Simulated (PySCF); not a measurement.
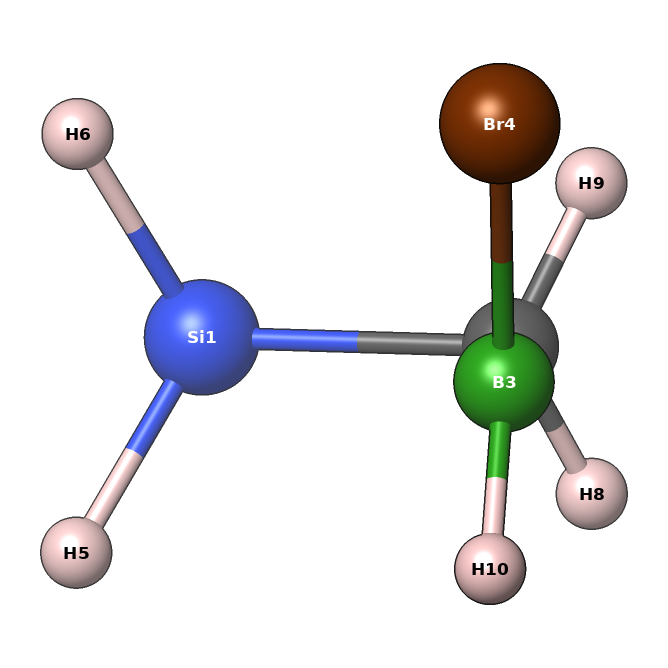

C2 lies behind B3. The molecule seen nearly along the B3–C2 bond, B3 in front. Depth is shown by fading: the farther an atom, the more it takes the colour of the background. Computed geometry: PBE0-D3(BJ)/def2-SVP optimisation. No frequency run is at hand to confirm it as a minimum.

Q: What is the torsion angle Br4–B3–C2–Si1? The sign is positive where the front bond must turn clockwise to cover the back bond.

A: −91°, about perpendicular.
